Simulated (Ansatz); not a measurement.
# InSe monolayer: phonons and vibrational spectra, part 2 of 3

Aim: the vibrations of InSe monolayer, their spectra, and whether the structure is stable.

Ansatz 0.2.0; DFT LDA, scalar-relativistic, plane waves, PAW.

So far. Step 3 (Relaxing to small forces for the phonons): The largest force component left is 0.10 meV/Å, within the tolerances set.

## Step 4: Modes at Γ

The zone centre comes first: it holds the modes that light can see, as far as symmetry allows. The response to a homogeneous field gives the Born charges and the dielectric tensor, and its change with displacement the Raman tensors.

File input.yaml:

```yaml
crystal:
  lattice:
    - [3.952043777, 0.0, 0.0]
    - [-1.9760218885, 3.4225703077, 0.0]
    - [0.0, 0.0, 34.09996]
  atoms:
    - { symbol: In, position: [0.3333333333, 0.6666666667, 0.3627224838] }
    - { symbol: In, position: [0.3333333333, 0.6666666667, 0.2824395633] }
    - { symbol: Se, position: [0.6666666667, 0.3333333333, 0.4001266645] }
    - { symbol: Se, position: [0.6666666667, 0.3333333333, 0.2450353826] }
  periodic: [true, true, false]
kpoints:
  mp_grid: { grid: [9, 9, 1] }
hamiltonian:
  xc: lda
scf:
  occupations: { method: fixed }
output:
  eigenvalues: true
phonons:
  method: dfpt
  dielectric: true
  raman: true
```

Launch:

```bash
$ ansatz run input.yaml --threads 8 --pin off --max-ram 14336MiB --backend cpu --events-out ev --progress --plain --runs-dir out
```

Numbers of over 12 decimals in the logs are rounded to 6 here.

What it wrote:

```text
Warning: phonons.dielectric: true without phonons.rigid_motions: the static dielectric tensor ε⁰ will be withheld (ε∞, Z* and the rows of modes are given); for a crystal or a slab, whose only rigid motions are the translations, set phonons.rigid_motions: translations
Warning: crystal.symmetry: narrowed to the stabiliser of the run's FFT grids — unitary ops 12 → 6. A phonons.method: dfpt run fills in the rows of the dynamical matrix that it does not solve by its symmetry operations, which is exact only for operations that map its FFT grids onto themselves: filled in by any other, the frequencies could depend on the order in which like atoms are typed, or, by more than the grids' own error, on where the crystal sits among the grids' points. Excluded: 6 operations. The run can therefore solve more perturbations, solve them on more k-points, or both, and cost more. [rest of the remark cut]
[...]
Crystal: 4 atoms, lattice volume = 461.241 Å³
Basis set: ecut = 420 eV, 9137 PW (Γ), exchange–correlation on 54×54×480 points (8 copies of the dense FFT grid, shifted against one another)
Bands: 35, of which v1, the nominal top of the filled ones, is band 29 counted from 1 (28 counted from 0)
Symmetry: 12 space group operations
k-points: 25 of 81 (irreducible under 2 space group operations, time reversal used)
[...]
SCF iter   1: F=—  HF=-21682.626460 eV  |F-HF|=—  |Δ(HF+E_count)|=         —  Δρ=3.54e-3  dr2=7.74e-2  ethr=1.77e-3  ⟨swp⟩=6.8  Hψ=3613  notcnv=0  defer=100
[...]
SCF iter  10: F=-21682.607906 eV  HF=-21682.607906 eV  |F-HF|=1.24e-10  |Δ(HF+E_count)|=  9.46e-11  Δρ=2.61e-8  dr2=3.84e-12  ethr=1.00e-12  ⟨swp⟩=8.0  Hψ=4382  notcnv=0
SCF 1 converged in 10 iterations: F = -21682.607906 eV  dr2 = 3.84e-12
[...]
NSCF: frozen V_eff on 2 k-points
DFPT response loops at Γ: preconditioner auto → none (the input reference at scf.mixing.eps_inf says where Resta's filter doesn't serve); β = 0.50; Broyden in place of MSR1
── the response to a field inside a basis, on 16×16×2 k-points: an SCF that follows is theirs, and a resumed run solves both again ──
Bands: 30, of which v1, the nominal top of the filled ones, is band 29 counted from 1 (28 counted from 0)
k-points: 136
[...]
Eigensolver: Dense (136 Hₖ)
SCF iter   1: F=—  HF=-21682.580340 eV  |F-HF|=—  |Δ(HF+E_count)|=         —  Δρ=5.63e-5  dr2=5.70e-6  ethr=1.00e-1
[...]
SCF iter   6: F=-21682.580342 eV  HF=-21682.580342 eV  |F-HF|=1.53e-10  |Δ(HF+E_count)|=   1.62e-9  Δρ=1.23e-7  dr2=7.34e-11  ethr=3.15e-12
SCF 1 converged in 6 iterations: F = -21682.580342 eV  dr2 = 7.34e-11
[...]
SCF converged after 10 iterations
Free energy (F): -21682.607906 eV
[...]
Internal energy: -21682.607906 eV  (E = F + TS)
E sigma→0 (E₀):  -21682.607906 eV
Fermi energy:    -6.190639 eV
[...]
--- Band table (eV; the first three rows and the last of 25) ---
  k-point 0: bands = [... 25 lower, -6.5955, -6.5107, -6.5107, -6.2834, -4.5187, -3.3377, -1.0384 (-1.0384°), -1.0384 (-1.0384°), ... 2 higher]
  k-point 1: bands = [... 25 lower, -7.2090, -6.7610, -6.6562, -6.2078, -3.8861, -2.7013, -1.6754 (-1.6754°), -0.9078 (-0.9078°), ... 2 higher]
  k-point 2: bands = [... 25 lower, -7.9395, -7.1334, -6.9876, -6.2205, -3.3022, -3.0963, -1.3118 (-1.3118°), -1.1728 (-1.1728°), ... 2 higher]
  k-point 24: bands = [... 25 lower, -8.5762, -8.2666, -7.7559, -6.6348, -3.1105, -2.9189, -2.0874, -0.7393, ... 2 higher]
  ° read free of the cell's end (the report's vacuum.weakly_bound_levels)
--- Phonons (Γ-DFPT): 8 representative perturbations + reference, on 25 of 81 k-points (Σ response iterations 30) ---
  ASR residual: 9.401e-5 → 0.000e0 eV/Å²; symmetrization residual: 8.619e-5 eV/Å²
  The last average, over the group as it would stand without the narrowing to the FFT grids, took up to 4.331e-5 eV/Å² of the zone centre's force constants
  ASR residual per site (eV/Å²): 9.40e-5 4.14e-5 8.84e-5 1.74e-5
  Γ frequencies (cm⁻¹): 0.00 0.00 0.00 37.22 37.22 109.63 175.72 175.72 179.72 179.72 203.68 232.16
  ε∞ (high-frequency dielectric tensor):
        2.752863     0.000000     0.000000
        0.000000     2.752863     0.000000
        0.000000     0.000000     1.211111
  α∞ (the layer's polarisability for a field applied outside it; Å, Gaussian; ε∞ is over the cell's 34.100 Å):
        4.756550     0.000000     0.000000
        0.000000     4.756550     0.000000
        0.000000     0.000000     0.572870
  ε⁰ (static dielectric tensor): not given — the deck does not say what the cell's rigid motions are, and on a molecule in a box or a wire the rigid rotations would enter the sum over the modes at Γ. For a crystal or a slab, whose only rigid motions are the translations, set phonons.rigid_motions: translations.
  Born effective charges Z* (e; rows j = field, columns β = displacement):
    site 0:
         2.33933   -0.00000    0.00000
        -0.00000    2.33933   -0.00000
        -0.00000    0.00000    0.16257
    site 1:
         2.33933   -0.00000   -0.00000
         0.00000    2.33933    0.00000
         0.00000   -0.00000    0.16257
    site 2:
        -2.33933    0.00000   -0.00000
         0.00000   -2.33933   -0.00000
         0.00000   -0.00000   -0.16257
    site 3:
        -2.33933    0.00000    0.00000
         0.00000   -2.33933    0.00000
        -0.00000    0.00000   -0.16257
  Z* charge neutrality: 5.154e-3 e pre-enforcement
  solved inside a basis spanned on kpoints, on 16×16×2 k-points transformed towards the longest dipole: ε∞ is read to err by 1.0e-2, Z* by 1.9e-2 e (field_mesh: kpoints solves on kpoints); Z* is corrected for what the basis lacks
  Raman tensors (in the event stream and the table raman_tensors.tsv): an entry may err by 2.9e-1 Å², one of the second-order susceptibility by 4.2e-1 pm/V (basis, points and sum rule); their sum over the sites missed zero by 9.157e-5 Å² ahead of its enforcement
  optical modes at Γ without the LO–TO term, one row a degenerate level:
      ω (cm⁻¹)  modes    IR ((D/Å)²/amu)  static Raman (Å⁴/amu)  depolarisation
         37.22      2             0.0000                 0.2690           0.750
        109.63      1             0.0000                51.8742           0.093
        175.72      2             0.0000                 0.3375           0.750
        179.72      2            10.7933                 1.4537           0.750
        203.68      1             0.0261                 0.0000               —
        232.16      1             0.0000               170.2984           0.118
```

Elapsed: 19 min, on 8 threads of Arm Neoverse V1, shared host; peak memory 5.4 GiB.

In the SCF lines HF is the Harris–Foulkes energy and dr2 the Hartree energy of the density residual, in eV; the loop may stop once dr2 is under the threshold and the program's other checks hold. Hψ counts applications of the Hamiltonian.

Numbers from this step:

| Quantity | Value |
| --- | --- |
| sum-rule residual before enforcement | 9.40e-5 eV/Å² |
| miss of the charge sum rule | 0.005154 e |
| estimated error of the dielectric tensor | 0.01020 |
| estimated error of the Born charges | 0.01865 e |
| point group | -6m2 |
| highest optical mode at the zone centre (no LO-TO term) | 232.2 cm⁻¹ |
| lowest optical zone-centre mode | 37.22 cm⁻¹ |
| largest Born charge (third of the trace) | 1.614 e |

Without the LO-TO term. Patterns of degenerate modes are one choice out of their space. Modes at Γ, with each element's share of the kinetic energy:

```csv
mode,frequency (cm⁻¹),symmetry,In %,Se %
1,0.0,acoustic,59,41
2,0.0,acoustic,59,41
3,0.0,acoustic,59,41
4,37.2,E'',62,38
5,37.2,E'',62,38
6,109.6,A1',30,70
7,175.7,E'',38,62
8,175.7,E'',38,62
9,179.7,E',41,59
10,179.7,E',41,59
11,203.7,A2'',41,59
12,232.2,A1',70,30
```

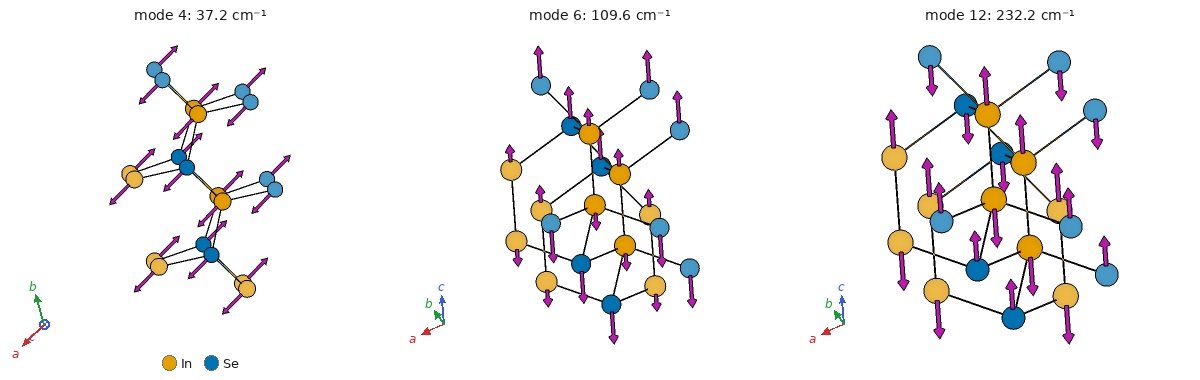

Displacement patterns of modes 4, 6 and 12 at Γ; arrows are exaggerated. 1×2×1 cells are drawn. Some periodic images of atoms are drawn too.

High-frequency dielectric tensor, averaged over the cell of height 34.1 Å or as lengthened by the program, vacuum included. Tensor:

```
       x      y      z
x  2.753      0      0
y      0  2.753      0
z      0      0  1.211
```

Born charge (rows field, columns displacement) (e), principal values of the symmetric part by kind of site:

| atom | atoms with these values | low | middle | high | mean |
| --- | --- | --- | --- | --- | --- |
| In1 | 2 | 0.16 | 2.34 | 2.34 | 1.61 |
| Se3 | 2 | -2.34 | -2.34 | -0.16 | -1.61 |

In full for Se3:

```
-2.34  0.00  0.00
 0.00 -2.34  0.00
 0.00  0.00 -0.16
```

Transverse modes. Lines of the infrared spectrum (strongest = 100):

```csv
position (cm⁻¹),label,relative intensity
37,E'',0.0
110,A1',0.0
176,E'',0.0
180,E',100
204,A2'',0.2
232,A1',0.0
```

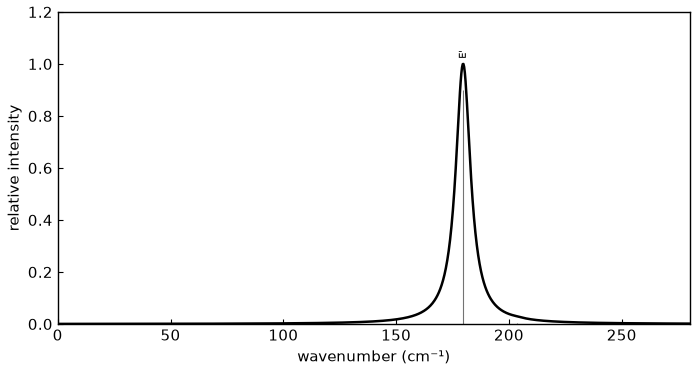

The infrared spectrum, broadened with Lorentzians of width 8 cm⁻¹; bars mark the lines.

Activity x (w_L - w)^4 (n + 1)/w, 532 nm, 300 K; the tensors are static ones, while 532 nm light lies above the computed direct gap, where resonance would change the heights. Raman lines, with heights relative to the strongest:

| position (cm⁻¹) | label | relative intensity |
| --- | --- | --- |
| 37 | E'' | 3.9 |
| 110 | A1' | 100 |
| 176 | E'' | 0.3 |
| 180 | E' | 1.2 |
| 204 | A2'' | 0.0 |
| 232 | A1' | 92 |

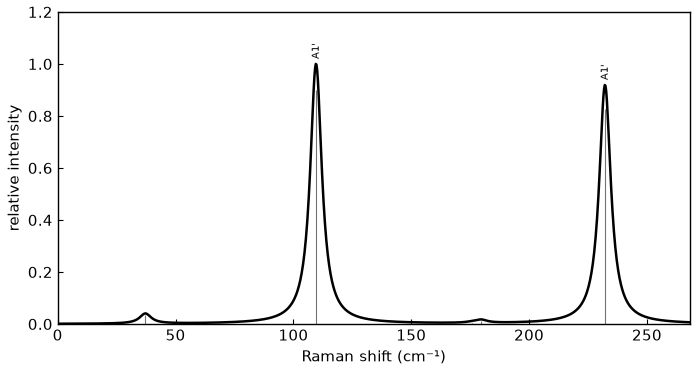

The Raman spectrum, broadened with Lorentzians of width 6 cm⁻¹; bars mark the lines.

Before it was imposed, the acoustic sum rule was missed by 9.4e-5 eV/Å² and the charge sum rule by 0.0052 e. Small misses are needed for a sound result but don't prove that mesh and cutoff are converged. The lowest optical mode is real, 37.2 cm⁻¹.

## Step 5: Response at finite wavevector

Stability and thermal properties need the whole zone. Linear response on a 3×3×1 q mesh gives force constants as far as a supercell of that size would, and the tensors from the zone-centre run are typed in so that the long-range dipole term is interpolated apart.

input.yaml, the sections that differ from step 4:

```yaml
phonons:
  method: dfpt
  qmesh: [3, 3, 1]
  temperatures: { t_max: 1000, t_step: 50 }
  qpath:
    path:
      - [0.0, 0.0, 0.0]
      - [0.5, 0.0, 0.0]
      - [0.33333333, 0.33333333, 0.0]
      - [0.0, 0.0, 0.0]
    npoints: 10
  isolated: true
  non_analytic_term:
    high_frequency_dielectric_tensor: [[2.7529, 0.0, 0.0], [0.0, 2.7529, 0.0], [0.0, 0.0, 1.2111]]
    born_effective_charges:
      - { species: In, tensor: [[2.3393, 0.0, 0.0], [0.0, 2.3393, 0.0], [0.0, 0.0, 0.1626]] }
      - { species: In, tensor: [[2.3393, 0.0, 0.0], [0.0, 2.3393, 0.0], [0.0, 0.0, 0.1626]] }
      - { species: Se, tensor: [[-2.3393, 0.0, 0.0], [0.0, -2.3393, 0.0], [0.0, 0.0, -0.1626]] }
      - { species: Se, tensor: [[-2.3393, 0.0, 0.0], [0.0, -2.3393, 0.0], [0.0, 0.0, -0.1626]] }
    source: "zone-centre run at this cell"
# crystal, kpoints, hamiltonian, scf, output: as in step 4
```

What it wrote:

```text
Warning: phonons: the dynamical matrix that this run interpolates holds no multipole term above the dipole-dipole one, and a site of this crystal is no centre of inversion, so its interpolated transverse optical and acoustic branches and sound speeds can stay off near Gamma, and the density of states and the thermodynamics with them. What a run solves at a wave vector of phonons.qpoints, Gamma apart, where the deck admits one, is free of this, and under fd what a larger phonons.supercell samples
[...]
Crystal: 4 atoms, lattice volume = 461.241 Å³
Basis set: ecut = 420 eV, 9137 PW (Γ), exchange–correlation on 54×54×480 points (8 copies of the dense FFT grid, shifted against one another)
Bands: 35, of which v1, the nominal top of the filled ones, is band 29 counted from 1 (28 counted from 0)
Symmetry: 12 space group operations
k-points: 12 of 81 (irreducible under 6 space group operations, time reversal used)
[...]
SCF iter   1: F=—  HF=-21682.626737 eV  |F-HF|=—  |Δ(HF+E_count)|=         —  Δρ=3.55e-3  dr2=7.85e-2  ethr=1.77e-3  ⟨swp⟩=6.8  Hψ=1725  notcnv=0  defer=48
[...]
SCF iter  10: F=-21682.607906 eV  HF=-21682.607906 eV  |F-HF|=3.27e-11  |Δ(HF+E_count)|=  1.56e-10  Δρ=3.71e-8  dr2=8.81e-12  ethr=1.00e-12  ⟨swp⟩=24.8  Hψ=3730  notcnv=0
SCF 1 converged in 10 iterations: F = -21682.607906 eV  dr2 = 8.81e-12
[...]
DFPT response loops at q = (0, 0, 0) (fractional): preconditioner auto → none (the input reference at scf.mixing.eps_inf says where Resta's filter doesn't serve); β = 0.50; Broyden in place of MSR1
[...]
SCF converged after 10 iterations
Free energy (F): -21682.607906 eV
[...]
Internal energy: -21682.607906 eV  (E = F + TS)
E sigma→0 (E₀):  -21682.607906 eV
Fermi energy:    -6.190640 eV
[...]
--- Band table (eV; the first three rows and the last of 12) ---
  k-point 0: bands = [... 25 lower, -6.5955, -6.5108, -6.5108, -6.2834, -4.5187, -3.3377, -1.0384 (-1.0384°), -1.0384 (-1.0384°), ... 2 higher]
  k-point 1: bands = [... 25 lower, -7.2090, -6.7610, -6.6562, -6.2078, -3.8861, -2.7013, -1.6754 (-1.6754°), -0.9078 (-0.9078°), ... 2 higher]
  k-point 2: bands = [... 25 lower, -7.9395, -7.1334, -6.9876, -6.2205, -3.3022, -3.0963, -1.3119 (-1.3118°), -1.1728 (-1.1728°), ... 2 higher]
  k-point 11: bands = [... 25 lower, -9.1084, -7.9988, -7.4936, -7.3358, -3.6800, -2.9050, -2.0907, -1.1624, ... 2 higher]
  ° read free of the cell's end (the report's vacuum.weakly_bound_levels)
--- Phonons (Γ-DFPT): 8 representative perturbations + reference (Σ response iterations 30) ---
  ASR residual: 1.390e-4 → 0.000e0 eV/Å²; symmetrization residual: 8.246e-5 eV/Å²
[...]
ASR residual per site (eV/Å²): 7.41e-5 1.39e-4 5.27e-5 4.27e-5
[...]
--- Phonons (arbitrary-q DFPT): 3 irreducible q on the 3×3×1 mesh ---
  q = [0.0000, 0.0000, 0.0000] (star 1, of the zone-centre solve; hermiticity 1.34e-5, symmetrization 4.64e-13, taken by the last average 2.40e-6): -0.00 0.00 0.00 37.22 37.22 109.63 175.72 175.72 179.72 179.72 203.68 232.16
  q = [0.0000, 0.3333, 0.0000] (star 6, 12 solved perturbations on 45 of 81 k-point pairs; hermiticity 1.58e-5, symmetrization 3.91e-10, taken by the last average 3.03e-6): 39.05 42.52 58.76 60.39 87.11 119.53 177.38 178.78 181.48 199.88 200.21 229.24
  q = [0.3333, 0.3333, 0.0000] (star 2, 8 solved perturbations in 256 linear systems a pass and spin channel, the states on 45 of 81 k-point pairs; hermiticity 8.95e-6, symmetrization 3.08e-6, taken by the last average 3.24e-6): 45.08 45.60 76.10 87.85 89.05 124.19 182.09 185.56 189.13 191.29 195.04 226.65
  sum rule: each row above includes the acoustic sum rule's correction from the zone centre's row sums; it moved no ω² by more than (0.57 cm⁻¹)²
  mesh force constants: q→R imaginary residual 0.00e0; ASR residual 1.390e-4 → 0.000e0 eV/Å²; symmetrization residual 8.882e-15 eV/Å²
  interpolated dispersion: 31 rows × 12 modes
  density of states and harmonic sums: on the 18×18×1 q-mesh, interpolated from the force constants of a 3×3×1 supercell (with the dipole–dipole term of supplied tensors)
  largest difference from the sums on the solved wave vectors: F 9.00e-2 eV, S 1.15e-4 and C_V 2.47e-5 eV/K
  zero-point energy: 0.097374 eV/cell   skipped modes (ω ≤ 0): 5, of them read as no rigid motion or as one in doubt: 2 (3.704e-2 modes/cell left out, lowest -6.33 cm⁻¹)   left out of the sums: 3.86e-3 of the cell's modes: C_V's classical limit lies that fraction below 3 k_B per atom; for a crystal, a wire or a layer, F and S can be off by more, and a phonons.interpolated_qmesh denser along its periods is the remedy for the sampling
```

It took 4.6 min on 8 threads; peak memory 2.6 GiB.

Numbers from this step:

- sum-rule residual before enforcement: 1.39e-4 eV/Å²
- lowest frequency on the path: -6.409 cm⁻¹
- highest frequency on the path or at a solved wavevector: 232.2 cm⁻¹
- lowest mode on the q mesh (acoustic modes at Γ apart): 37.22 cm⁻¹

Frequencies (cm⁻¹) solved at each irreducible wavevector; negative means imaginary. Frequencies by wavevector, by row:

| q in reciprocal lattice units | star | mode 1 | mode 2 | mode 3 | mode 4 | mode 10 | mode 11 | mode 12 |
| --- | --- | --- | --- | --- | --- | --- | --- | --- |
| 0 0 0 | 1 | 0 | 0 | 0 | 37.2 | 179.7 | 203.7 | 232.2 |
| 0 0.3333 0 | 6 | 39 | 42.5 | 58.8 | 60.4 | 199.9 | 200.2 | 229.2 |
| 0.3333 0.3333 0 | 2 | 45.1 | 45.6 | 76.1 | 87.8 | 191.3 | 195 | 226.7 |

Interpolated from a 3×3×1 q mesh, with the LO-TO term (at Γ the limit along the path; where Γ stands inside the path, tables give the limit on arrival). Phonon branches along the path, in cm⁻¹:

| point | branch 1 | branch 2 | branch 3 | branch 4 | branch 9 | branch 10 | branch 11 | branch 12 |
| --- | --- | --- | --- | --- | --- | --- | --- | --- |
| Γ | 0 | 0 | 0 | 37 | 180 | 180 | 204 | 232 |
| M | 47 | 53 | 56 | 62 | 190 | 194 | 194 | 231 |
| K | 45 | 46 | 76 | 88 | 189 | 191 | 195 | 227 |
| Γ | 0 | 0 | 0 | 37 | 180 | 180 | 204 | 232 |

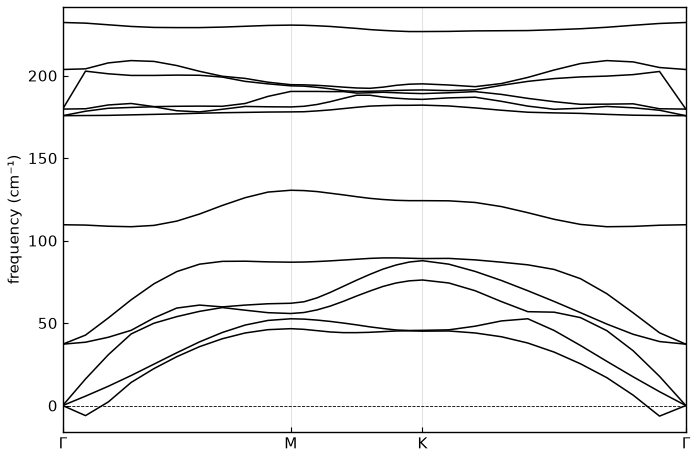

Phonon branches along the path.

The phonon density of states has structure finer than the step of the table below, so its rows give means over 10 cm⁻¹, whole bins alone (the curve runs from -7 to 233 cm⁻¹). Peaks (cm⁻¹: height): 45.0: 0.171, 51.0: 0.165, 87.0: 0.204, 181.0: 0.328, 195.0: 0.176, 199.0: 0.195, 229.0: 0.294.

Tetrahedra on a 18×18×1 mesh, mean over bins of 2 cm-1. Interpolated from a 3×3×1 q mesh. The phonon density of states by wavenumber; means over each step:

```csv
wavenumber (cm⁻¹),phonon density of states (1/cm⁻¹/cell)
0,0.00449
10,0.00873
20,0.0179
30,0.0291
40,0.0825
50,0.101
60,0.101
70,0.0501
80,0.0380
90,0.0663
100,0
110,0.0330
120,0.0422
130,0.0247
140,0
150,0
160,0
170,0.00222
180,0.228
190,0.134
200,0.111
210,0.0245
220,0
```

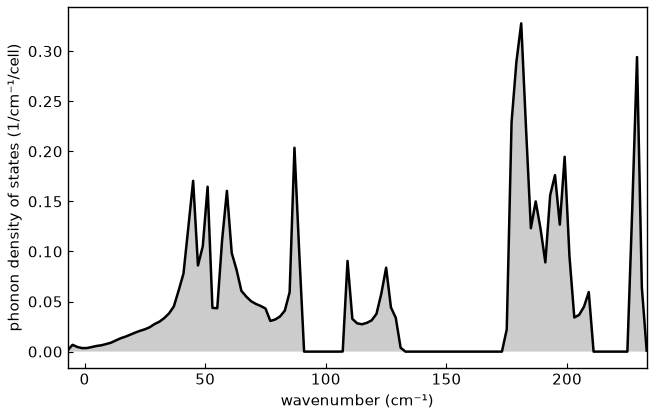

Phonon density of states against wavenumber.

(Continued in part 3 of 3.)

[Logs are printed without paths, hosts, clocks, repeated set-up lines and the standing remarks that a program may print on its own settings, such as how far it seeks lower states.]

[Hosts, paths, dates, database ids (printed as entryN), source tags and the programs' standing remarks are cut or masked in the printed files.]
